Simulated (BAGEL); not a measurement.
# A workflow on CH5NSi (SMILES C[Si]N)

Wanted: a single-point energy (HF/6-31G*), then a single-point energy (NEVPT2(2,2)/6-31G*), then the energy (CASPT2(2,2)/6-31G*) of CH5NSi. 

Program for the calculation: BAGEL 1.2.2.

1 further run of the same task is left out (set aside as unsound or not needed).

### Step 1. The molecule

CH5NSi: 8 atoms, total charge 0, spin state singlet. SMILES: `C[Si]N`. The shape is that of a PBE0-D4/def2-TZVP optimisation. This is one conformer, not always the lowest.

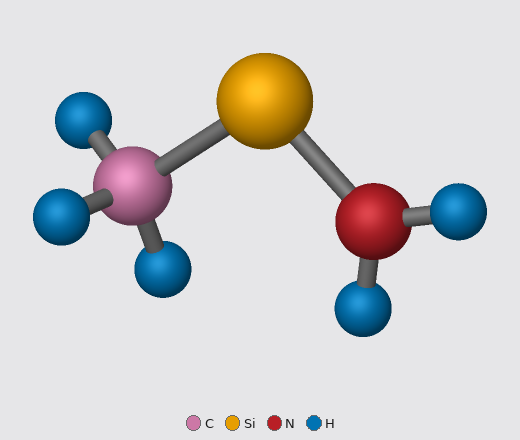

The structure, seen from a chosen angle (carbon pink, silicon amber, nitrogen red, hydrogen blue).

### Step 2. A single-point energy at HF/6-31G(d) (density fitting with svp-jkfit, spherical functions) (run 1)

Contents of input.json:

```json
{ "bagel" : [

{
  "title" : "molecule",
  "basis" : "6-31gs.json",
  "df_basis" : "svp-jkfit",
  "angstrom" : "true",
  "geometry" : [
    { "atom" : "C", "xyz" : [   -0.659998,    0.824712,   -0.552113 ] },
    { "atom" : "Si", "xyz" : [    0.963802,    0.653812,    0.427687 ] },
    { "atom" : "N", "xyz" : [    0.932202,   -1.034388,    0.690687 ] },
    { "atom" : "H", "xyz" : [   -1.026398,   -0.101788,   -1.004313 ] },
    { "atom" : "H", "xyz" : [   -0.562500,    1.583400,   -1.334100 ] },
    { "atom" : "H", "xyz" : [   -1.431398,    1.195012,    0.135887 ] },
    { "atom" : "H", "xyz" : [    1.651202,   -1.501888,    1.220087 ] },
    { "atom" : "H", "xyz" : [    0.225202,   -1.675688,    0.360287 ] }
  ]
},
{ "title" : "hf" },
{ "title" : "print", "file" : "orbitals.molden", "orbitals" : "true" }

]}
```

The basis set 6-31G* is read from a file made from the Basis Set Exchange's data (not shown).

Command:

```
$ BAGEL_NUM_THREADS=1 BAGEL input.json > input.out
```

Output:

```text
* using 1 threads per process

  ===============================================================
  ===============================================================

  *** Geometry ***

  { "atom" : "C", "xyz" : [     -1.247215,      1.558480,     -1.043342 ] },
  { "atom" : "Si", "xyz" : [      1.821322,      1.235526,      0.808211 ] },
  { "atom" : "N", "xyz" : [      1.761606,     -1.954710,      1.305209 ] },
  { "atom" : "H", "xyz" : [     -1.939611,     -0.192351,     -1.897877 ] },
  { "atom" : "H", "xyz" : [     -1.062971,      2.992192,     -2.521084 ] },
  { "atom" : "H", "xyz" : [     -2.704950,      2.258245,      0.256789 ] },
  { "atom" : "H", "xyz" : [      3.120320,     -2.838157,      2.305630 ] },
  { "atom" : "H", "xyz" : [      0.425570,     -3.166591,      0.680844 ] },

  Number of auxiliary basis functions:      370

  Since a DF basis is specified, we compute 2- and 3-index integrals:
    o Being stored without compression. Storage requirement is 0.009 GB

  Number of basis functions:       56
  Number of electrons      :       32

    * METHOD: MOLECULE                             0.11

  *** RHF ***

  === Nuclear Repulsion ===
   100.3691624137

      * DIIS with orbital gradients will be used.

  === RHF iteration (6-31gs.json) ===
      0       -383.94345495          0.02623400           0.02
      1       -384.07237013          0.01584145           0.02
      2       -384.13011805          0.00204075           0.02
      3       -384.13178048          0.00066021           0.02
      4       -384.13193870          0.00011885           0.02
      5       -384.13194969          0.00002667           0.02
      6       -384.13195026          0.00000607           0.02
      7       -384.13195029          0.00000207           0.02
      8       -384.13195030          0.00000057           0.02
      9       -384.13195030          0.00000020           0.02
     10       -384.13195030          0.00000008           0.02
     11       -384.13195030          0.00000003           0.02
     12       -384.13195030          0.00000001           0.02
    * SCF iteration converged.

    * Permanent dipole moment:
           (    0.343293,     0.759280,     0.071452) a.u.

    * METHOD: HF                                   0.38

    * METHOD: PRINT                                0.01

  ===============================================================
```

It took 0.66 s on 1 thread of Arm Neoverse V2, shared host; peak memory 0.14 GiB.

### Step 3. A single-point energy at NEVPT2(2,2)/6-31G(d) (density fitting with svp-jkfit, spherical functions) (run 2)

Contents of nevpt2.json:

```json
{ "bagel" : [

{
  "title" : "molecule",
  "basis" : "6-31gs.json",
  "df_basis" : "svp-jkfit",
  "angstrom" : true,
  "geometry" : [
    { "atom" : "C", "xyz" : [   -0.659998,    0.824712,   -0.552113 ] },
    { "atom" : "Si", "xyz" : [    0.963802,    0.653812,    0.427687 ] },
    { "atom" : "N", "xyz" : [    0.932202,   -1.034388,    0.690687 ] },
    { "atom" : "H", "xyz" : [   -1.026398,   -0.101788,   -1.004313 ] },
    { "atom" : "H", "xyz" : [   -0.562500,    1.583400,   -1.334100 ] },
    { "atom" : "H", "xyz" : [   -1.431398,    1.195012,    0.135887 ] },
    { "atom" : "H", "xyz" : [    1.651202,   -1.501888,    1.220087 ] },
    { "atom" : "H", "xyz" : [    0.225202,   -1.675688,    0.360287 ] }
  ]
},
{ "title" : "hf" },
{ "title" : "nevpt2", "nstate" : 1, "nact" : 2, "nclosed" : 15, "active" : [13, 23], "maxiter" : 200, "natocc" : true, "ncore" : 7 },
{ "title" : "print", "file" : "orbitals.molden", "orbitals" : true }

]}
```

The basis set 6-31G* is read from a file made from the Basis Set Exchange's data (not shown).

Command:

```
$ BAGEL_NUM_THREADS=1 BAGEL nevpt2.json > nevpt2.out
```

Output:

```text
* using 1 threads per process

  ===============================================================
  ===============================================================

  *** Geometry ***

  { "atom" : "C", "xyz" : [     -1.247215,      1.558480,     -1.043342 ] },
  { "atom" : "Si", "xyz" : [      1.821322,      1.235526,      0.808211 ] },
  { "atom" : "N", "xyz" : [      1.761606,     -1.954710,      1.305209 ] },
[... 4 lines of this table left out ...]
  { "atom" : "H", "xyz" : [      0.425570,     -3.166591,      0.680844 ] },

  Number of auxiliary basis functions:      370

  Since a DF basis is specified, we compute 2- and 3-index integrals:
    o Being stored without compression. Storage requirement is 0.009 GB

[... 18 lines left out ...]
    * SCF iteration converged.
[... 1 line left out ...]
    * Permanent dipole moment:
[... 28 lines left out ...]
    * Second-order optimization converged. *

     guess   0:   closed 1.                   open ..

  === FCI iteration ===

      0  0      -384.13181314     8.48e-02      0.00
      1  0      -384.14745570     5.40e-04      0.00
      2  0 *    -384.14745679     4.36e-16      0.00

     * ci vector, state   0, <S^2> = 0.0000
       2.     0.9957732484
       .2    -0.0918457279

  === DF-NEVPT2 calculation ===

    * 3-index integral transformation done
    * assembly done

      NEVPT2 correlation energy:   -0.3527957642      0.04

          (+0)     -0.3067827932
          (+0)'    -0.0145429585
          (+1)     -0.0032493675
          (+1)'    -0.0000000000
          (+2)     -0.0001920625
          (-1)     -0.0223423010
          (-1)'     0.0000000000
          (-2)     -0.0056862816

      NEVPT2 total energy:       -384.5002525516

    * METHOD: NEVPT2                               1.36

    * METHOD: PRINT                                0.01

  ===============================================================
```

It took 2 s on 1 thread of Arm Neoverse V2, shared host; peak memory 0.14 GiB.

### Step 4. The energy at CASPT2(2,2)/6-31G(d) (density fitting with svp-jkfit, spherical functions) (run 3)

Contents of calc.json:

```json
{ "bagel" : [

{
  "title" : "molecule",
  "basis" : "6-31gs.json",
  "df_basis" : "svp-jkfit",
  "angstrom" : "true",
  "geometry" : [
    { "atom" : "C", "xyz" : [   -0.659998,    0.824712,   -0.552113 ] },
    { "atom" : "Si", "xyz" : [    0.963802,    0.653812,    0.427687 ] },
    { "atom" : "N", "xyz" : [    0.932202,   -1.034388,    0.690687 ] },
    { "atom" : "H", "xyz" : [   -1.026398,   -0.101788,   -1.004313 ] },
    { "atom" : "H", "xyz" : [   -0.562500,    1.583400,   -1.334100 ] },
    { "atom" : "H", "xyz" : [   -1.431398,    1.195012,    0.135887 ] },
    { "atom" : "H", "xyz" : [    1.651202,   -1.501888,    1.220087 ] },
    { "atom" : "H", "xyz" : [    0.225202,   -1.675688,    0.360287 ] }
  ]
},
{
  "title" : "hf"
},
{
  "title" : "casscf",
  "nstate" : 1,
  "nact" : 2,
  "nclosed" : 15,
  "nspin" : 0,
  "active" : [13, 23],
  "maxiter" : 200,
  "natocc" : "true"
},
{
  "title" : "print",
  "file" : "orbitals.molden",
  "orbitals" : "true"
},
{
  "title" : "smith",
  "method" : "caspt2",
  "ms" : "true",
  "xms" : "true",
  "sssr" : "true",
  "shift" : 0.2,
  "shift_imag" : "true",
  "ncore" : 7
}

]}
```

The basis set 6-31G* is read from a file made from the Basis Set Exchange's data (not shown).

Command:

```
$ BAGEL_NUM_THREADS=1 BAGEL calc.json > calc.out
```

Output:

```text
* using 1 threads per process

  ===============================================================
  ===============================================================

  *** Geometry ***

  { "atom" : "C", "xyz" : [     -1.247215,      1.558480,     -1.043342 ] },
  { "atom" : "Si", "xyz" : [      1.821322,      1.235526,      0.808211 ] },
  { "atom" : "N", "xyz" : [      1.761606,     -1.954710,      1.305209 ] },
[... 4 lines of this table left out ...]
  { "atom" : "H", "xyz" : [      0.425570,     -3.166591,      0.680844 ] },

  Number of auxiliary basis functions:      370

  Since a DF basis is specified, we compute 2- and 3-index integrals:
    o Being stored without compression. Storage requirement is 0.009 GB

[... 18 lines left out ...]
    * SCF iteration converged.
[... 1 line left out ...]
    * Permanent dipole moment:
[... 27 lines left out ...]
    * Second-order optimization converged. *
[... 9 lines left out ...]
     * ci vector, state   0, <S^2> = 0.0000
[... 16 lines left out ...]
    * Zeroth order energy : state  0       -1.1840462460
[... 4 lines left out ...]
       #      aibj      arbs      arbi      airj      risj      airs      arst      rist         Etot      error   time
[... 10 lines left out ...]
      ------------------------------------------------------------------------------------------------------------------

    * CASPT2 energy : state  0     -384.5029937925
        w/o shift correction       -384.5007188894
        reference weight              0.8856348056

    * METHOD: SMITH                                0.22

  ===============================================================
```

Wall time 2.2 s (1 thread of Arm Neoverse V2, shared host); peak memory 0.14 GiB.

### Step 5. What came out

```
                               quantity          value
         run 1, HF/6-31G*: total energy  -384.13195 Eh
        run 1, HF/6-31G*: dipole moment         2.13 D
          run 1, HF/6-31G*: HOMO energy       -8.34 eV
          run 1, HF/6-31G*: LUMO energy        2.30 eV
        run 1, HF/6-31G*: HOMO–LUMO gap       10.63 eV
run 2, NEVPT2(2,2)/6-31G*: total energy  -384.50025 Eh
run 3, CASPT2(2,2)/6-31G*: total energy  -384.50299 Eh
```
